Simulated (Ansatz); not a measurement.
# ZnSnS2: what a guessed cell relaxes into, part 2 of 2

Aim: relax a trial structure of ZnSnS2 and see where it ends.

Ansatz 0.2.0; DFT PBE, scalar-relativistic, plane waves, PAW. The steps go on from the part before.

### Step 4. Final relaxation

The end of the coarse run is made exact in the group found at a tolerance of 0.06 Å and reduced to its primitive cell.

File input.yaml:

```yaml
crystal:
  lattice:
    - [4.8395837227, 0.0, 0.0]
    - [0.0, 4.8395837227, 0.0]
    - [0.0, 0.0, 3.7188587278]
  atoms:
    - { symbol: Zn, position: [0.0, 0.0, 0.0] }
    - { symbol: Sn, position: [0.5, 0.5, 0.5] }
    - { symbol: S, position: [0.5, 0.0, 0.0] }
    - { symbol: S, position: [0.0, 0.5, 0.0] }
basis:
  ecutwfc: 420
kpoints:
  mp_grid: { grid: [10, 10, 12] }
hamiltonian:
  xc: pbe
scf:
  occupations: { method: gaussian, width: 0.1 }
output:
  forces: true
  stress: true
  eigenvalues: true
  write_density: true
  write_potential: true
  elf: true
  volumetric_format: npy
relax:
  adjacent_minimum: "off"
  f_tol: 0.01
  max_steps: 80
  cell: { stress_tol: 0.05 }
```

Launch:

```sh
$ ansatz run input.yaml --threads 1 --pin off --max-ram 2048MiB --backend cpu --events-out ev --progress --plain --runs-dir out
```

Standard output, shortened:

```text
Warning: RAYON_NUM_THREADS=1 ignored (pool sized by the plan → 1); use --threads N
[...]
Pseudopotentials: kind: paw
Pseudopotential: Zn, paw, valence charge 12, recommended cutoff 420 eV (normal), Zn.paw.azcp
Pseudopotential: Sn, paw, valence charge 14, recommended cutoff 420 eV (normal), Sn.paw.azcp
Pseudopotential: S, paw, valence charge 6, recommended cutoff 420 eV (normal), S.paw.azcp
Functional definition: PBE
[...]
Crystal: 4 atoms, lattice volume = 87.102 Å³
Basis set: ecut = 420 eV, 1697 PW (Γ), exchange–correlation on 72×72×50 points (8 copies of the dense FFT grid, shifted against one another)
Bands: 23, of which v1, the nominal top of the filled ones, is band 19 counted from 1 (18 counted from 0)
Symmetry: 16 space group operations
Space group: P4/mmm (ITA 123), of the structure as read, at distance tolerance 4.4e-5 Å
k-points: 147 of 1200
[...]
        0.002531       0.000000      -0.000000
        0.000000       0.002531       0.000000
       -0.000000       0.000000       0.001685
  P = ⅓ Tr σ = 0.0022 GPa (0.022 kbar)
--- Band table (eV; the first three rows and the last of 147) ---
[... band rows left out ...]
[...]
--- Relaxed structure (3 steps of the walk, 3 accepted, 1 SCFs on fresh bases) ---
  F+E_penalty+E_count = -11148.41746551 eV   max|allowed force component| = 3.747e-29 eV/Å   (the final SCF, on the basis selected at the relaxed cell)
  cell:  # Å, volume = 87.1674 Å³
    - [4.831719665448813, 4.836164861259576e-33, -2.523216449352822e-33]
    - [4.836164861259576e-33, 4.831719665448813, 0.0]
    - [-1.9389034372504313e-33, 0.0, 3.733795580032784]
  atoms:
    - { symbol: Zn, position: [1.7158167947489886e-35, 4.970291305851546e-35, 1.0064308130447082e-35] }
    - { symbol: Sn, position: [0.49999999999999994, 0.49999999999999994, 0.4999999999999999] }
    - { symbol: S, position: [0.49999999999999994, -8.954199725857263e-35, -3.4643472710332867e-35] }
    - { symbol: S, position: [1.7564100574422065e-36, 0.49999999999999994, 8.24362927267776e-36] }
```

Wall time 74 s (1 thread of AMD EPYC 7R43 (Zen 3), shared host); peak memory 0.6 GiB.

Relaxation path:

```csv
step,E - E(step 1) (eV/cell),largest force component (eV/Å),pressure (GPa),volume (Å³)
1,0.0000,0.0000,-0.11,87.10
2,-0.0004,0.0000,-0.04,87.20
3,-0.0004,0.0000,0.00,87.17
4,-0.0004,0.0000,0.00,87.17
```

Step 1 is the start. Step 4 repeats the geometry before it on a plane-wave basis chosen anew for that cell, so its energy need not be comparable with the rows above.

|  | before | after | change |
| --- | --- | --- | --- |
| a (Å) | 4.840 | 4.832 | -0.2 % |
| b (Å) | 4.840 | 4.832 | -0.2 % |
| c (Å) | 3.719 | 3.734 | +0.4 % |
| volume (Å³/atom) | 21.78 | 21.79 | +0.1 % |
| shortest distance (Å) | 2.420 | 2.416 | -0.2 % |
| space group (0.01 Å) | P4/mmm | P4/mmm | same |

The run keeps the 16 symmetry operations of the start, so it could not have lowered the symmetry.

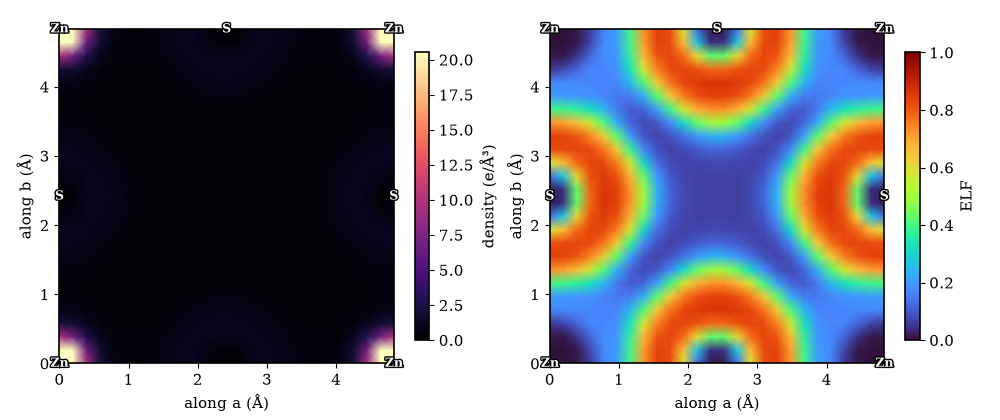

Density (left) and ELF (right) in a lattice plane of the grid's cell (edges 4.83 and 4.83 Å, at 0.000 of the third edge), which holds Zn and S. Only atoms in the plane are labelled; the density scale stops at 20.52 e/Å³. Both are smooth fields of the valence electrons: close to the nuclei they are not physical.

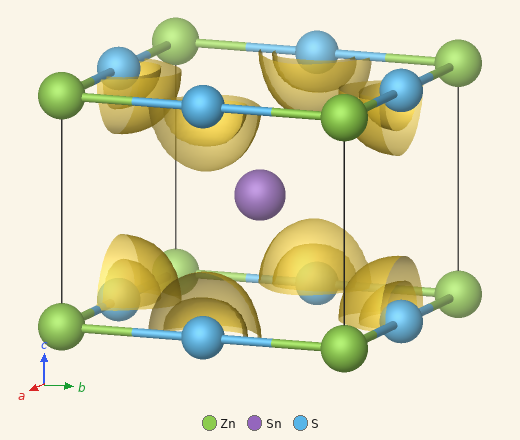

Surface of ELF = 0.82, drawn in one cell.

The highest ELF values outside the cores: 0.88 in the shell around S, 0.8 Å from S.

### Step 5. Changed: symmetry.detect false, ecutwfc 22.0 Ry, occupations.method cold, occupations.width 0.05

File input.yaml:

```yaml
crystal:
  lattice:
    - [4.8317196654, 0.0, 0.0]
    - [0.0, 4.8317196654, 0.0]
    - [0.0, 0.0, 3.73379558]
  atoms:
    - { symbol: Zn, position: [0.0, 0.0, 0.0] }
    - { symbol: Sn, position: [0.5, 0.5, 0.5] }
    - { symbol: S, position: [0.5, 0.0, 0.0] }
    - { symbol: S, position: [0.0, 0.5, 0.0] }
  symmetry: { detect: false }
basis:
  ecutwfc: "22.0 Ry"
kpoints:
  mp_grid: { grid: [10, 10, 12] }
hamiltonian:
  xc: pbe
scf:
  occupations: { method: cold, width: 0.05 }
output:
  forces: true
  eigenvalues: true
  stress: true
```

Launch:

```sh
$ ansatz run input.yaml --threads 1 --pin off --max-ram 2048MiB --backend cpu --events-out ev --progress --plain --runs-dir out
```

Standard output, shortened:

```text
Warning: basis.ecutwfc = 299.325248705868 eV is below the records' recommended 420 eV, and the density's cutoff is lower with it unless basis.ecutrho_ratio is high enough to keep the records' density cutoff: compare with a run at a higher cutoff
Warning: RAYON_NUM_THREADS=1 ignored (pool sized by the plan → 1); use --threads N
[...]
Pseudopotentials: kind: paw
Pseudopotential: Zn, paw, valence charge 12, recommended cutoff 420 eV (normal), Zn.paw.azcp
Pseudopotential: Sn, paw, valence charge 14, recommended cutoff 420 eV (normal), Sn.paw.azcp
Pseudopotential: S, paw, valence charge 6, recommended cutoff 420 eV (normal), S.paw.azcp
Functional definition: PBE
[...]
Crystal: 4 atoms, lattice volume = 87.167 Å³
Basis set: ecut = 299.325248705868 eV, 1003 PW (Γ), exchange–correlation on 60×60×48 points (8 copies of the dense FFT grid, shifted against one another)
Bands: 23, of which v1, the nominal top of the filled ones, is band 19 counted from 1 (18 counted from 0)
Symmetry: 1 space group operations
[...]
SCF iter   8: F=-11148.243971 eV  HF=-11148.243971 eV  |F-HF|=1.15e-8  |Δ(HF+E_count)|=   1.51e-7  S|Δr|=    0.00e0  Δρ=3.81e-6  dr2=2.35e-8  ethr=2.63e-10  ⟨swp⟩=5.4  Hψ=58497  notcnv=0
[...]
SCF converged after 8 iterations
Stability not checked: this state was not tested for a lower state beside it, because cold or Methfessel-Paxton smearing, or corrected tetrahedra, fill the levels in a way that the test cannot read (fill_not_monotonic; see scf.lower_state_search)
Free energy (F): -11148.243971 eV
[...]
E sigma→0 (E₀):  -11148.243955 eV
Entropy (-TS):   -0.000046 eV (-0.012 meV/atom)
Fermi energy:    7.645533 eV
[...]
--- Forces (eV/Å), atoms counted from 1 ---
  atom   1  Zn    -0.00000002     0.00000000     0.00000002
  atom   2  Sn     0.00000000    -0.00000000     0.00000000
  atom   3  S      0.00000001     0.00000000     0.00000000
  atom   4  S      0.00000001    -0.00000000    -0.00000000
[...]
--- Stress (GPa, compression-positive) ---
        0.213008       0.000000       0.000000
        0.000000       0.213007      -0.000000
        0.000000      -0.000000       0.137916
  P = ⅓ Tr σ = 0.1880 GPa (1.880 kbar)
--- Band table (eV; the first three rows and the last of 604) ---
[... band rows left out ...]
[...]
```

Wall time 73 s (1 thread of AMD EPYC 7R43 (Zen 3), shared host); peak memory 0.95 GiB.

| run | ending | energy change | pressure (GPa) | gap (eV) | force (eV/Å) | cycles | time |
| --- | --- | --- | --- | --- | --- | --- | --- |
| step 4 | converged | 0 | 0.0 | 0.00 | 0.00 | - | 74 s |
| variant | converged | +42.8 meV/atom (σ→0) | 0.2 | 0.00 | 0.00 | 8 | 73 s |

Changing the use of symmetry, cutoff and smearing moves the energy by +42.8 meV/atom (σ→0 values). More than one kind of setting changed, and this run alone doesn't tell their shares apart. The log warns that the cutoff is under what these potentials recommend, so the shift holds truncation error. The variant is not converged in its settings.

### Step 6. Outcome

What follows sums up all 2 parts. Changes of volume or cell count from the first structure of part 1.

```
                              quantity                                                                      value
symmetry at the end (tolerance 0.05 Å)                                               space group P4/mmm (No. 123)
                     conventional cell  a = 4.832 Å, b = 4.832 Å, c = 3.734 Å, α = 90.00°, β = 90.00°, γ = 90.00°
                                volume                                                              21.79 Å³/atom
     energy over the elements, grey Sn                                                              -0.26 eV/atom
                       gap on the mesh                                                               none (metal)
```

What this shows: The space group P4/mmm (No. 123) is kept, and the volume per atom grows by 18.3 % from the first guess. It lies below the elements, which doesn't yet make it stable: competing phases were not computed in this session. No finished test with a distortion of lower symmetry is shown, so the end may be a saddle point.
